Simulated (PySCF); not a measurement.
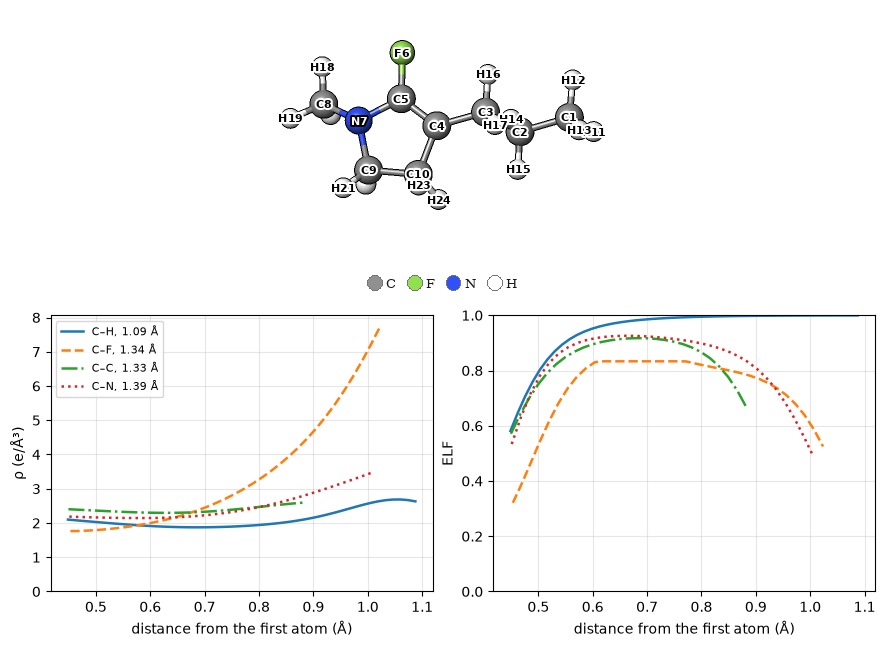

*C₈H₁₄FN (SMILES CCCC1=C(F)N(C)CC1). Total electron density and electron localisation function along straight lines between neighbouring atoms. The curves leave out the atomic cores. The structure is drawn too.*

Geometry: GFN2-xTB.

Method: PBE0/pcSseg-1, SCF density, gas phase, non-relativistic in PySCF.

| atom | x (Å) | y (Å) | z (Å) |
| --- | --- | --- | --- |
| C | -3.7012 | -0.4755 | 0.4193 |
| C | -2.2382 | -0.6808 | 0.0489 |
| C | -1.4360 | 0.6159 | 0.2094 |
| C | 0.0016 | 0.4513 | -0.1523 |
| C | 1.0714 | 0.5598 | 0.6333 |
| F | 1.0800 | 0.7978 | 1.9544 |
| N | 2.2975 | 0.4935 | -0.0131 |
| C | 3.4553 | -0.0361 | 0.6614 |
| C | 2.0136 | 0.0058 | -1.3581 |
| C | 0.5023 | 0.2231 | -1.5600 |
| H | -4.2616 | -1.3996 | 0.2982 |
| H | -3.7916 | -0.1525 | 1.4540 |
| H | -4.1518 | 0.2849 | -0.2153 |
| H | -1.8033 | -1.4537 | 0.6861 |
| H | -2.1722 | -1.0233 | -0.9858 |
| H | -1.5011 | 0.9527 | 1.2462 |
| H | -1.8842 | 1.3857 | -0.4274 |
| H | 3.4914 | 0.3659 | 1.6721 |
| H | 4.3501 | 0.2788 | 0.1238 |
| H | 3.4442 | -1.1341 | 0.7139 |
| H | 2.6205 | 0.5534 | -2.0824 |
| H | 2.2685 | -1.0615 | -1.4342 |
| H | 0.3063 | 1.1021 | -2.1798 |
| H | 0.0265 | -0.6337 | -2.0382 |

### Compare the contacts.

C–H (1.09 Å): ρ at the midpoint is about 2 e/Å³; the ELF climbs to about 1 towards the hydrogen, as it does in any bond to H; an ordinary covalent bond to hydrogen.
C–F (1.34 Å): the density is about 2.3 e/Å³ at the midpoint; the ELF peaks at about 0.85 between the atoms, as expected for a shared but strongly polarised pair.
C–C (1.33 Å): the density is about 2.3 e/Å³ at the midpoint; the ELF peaks at about 0.90 between the atoms (a short, multiple covalent bond).
C–N (1.39 Å): ρ is about 2.2 e/Å³ halfway; the ELF peaks at about 0.95 between the atoms: a covalent bond.
